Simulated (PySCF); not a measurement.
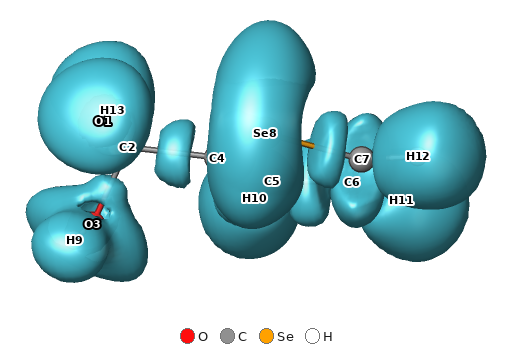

Figure 1: C₅H₅O₂Se (charge −1). Isosurface of the electron localisation function at 0.75 (cyan), seen from one side. Core shells and regions of very low density are left out.

Geometry: PBE0-D3(BJ)/ma-def2-SVP.

Method: DFT single point, gas phase, functional wB97X in PySCF 2.14.0, density-fitted response routines.

```json
{"atom": "O", "x (Å)": "2.1208", "y (Å)": "-1.5465", "z (Å)": "0.9287"}
{"atom": "C", "x (Å)": "1.8460", "y (Å)": "-0.7727", "z (Å)": "-0.0896"}
{"atom": "O", "x (Å)": "2.6576", "y (Å)": "0.4541", "z (Å)": "-0.1082"}
{"atom": "C", "x (Å)": "0.3767", "y (Å)": "-0.3406", "z (Å)": "-0.0780"}
{"atom": "C", "x (Å)": "-0.4175", "y (Å)": "0.4147", "z (Å)": "-0.8976"}
{"atom": "C", "x (Å)": "-1.7737", "y (Å)": "0.5590", "z (Å)": "-0.4604"}
{"atom": "C", "x (Å)": "-2.0657", "y (Å)": "-0.0938", "z (Å)": "0.7097"}
{"atom": "Se", "x (Å)": "-0.5693", "y (Å)": "-0.9871", "z (Å)": "1.3877"}
{"atom": "H", "x (Å)": "2.9721", "y (Å)": "0.4505", "z (Å)": "0.8057"}
{"atom": "H", "x (Å)": "-0.0242", "y (Å)": "0.8846", "z (Å)": "-1.8031"}
{"atom": "H", "x (Å)": "-2.5154", "y (Å)": "1.1455", "z (Å)": "-1.0139"}
{"atom": "H", "x (Å)": "-3.0333", "y (Å)": "-0.1122", "z (Å)": "1.2144"}
{"atom": "H", "x (Å)": "2.0443", "y (Å)": "-1.2095", "z (Å)": "-1.1125"}
```

**Describe the localisation domains.**

At this value the surface marks out four regions between bonded C–C atoms (shared pairs), two regions between bonded C–Se atoms (shared pairs), four regions around hydrogen nuclei, one region on O in which the atom's valence shell and bonds are merged, one region wrapped around Se (its valence shell) and one joined region spread over several atoms (H, O), in which their bonds and any lone pairs are merged. Along the contacts the grid gives the following. C–O (1.31 Å): the ELF peaks at about 0.90 between the atoms; a shared but strongly polarised pair. C–C (1.37 Å): the ELF peaks at about 0.95 between the atoms (a covalent bond).
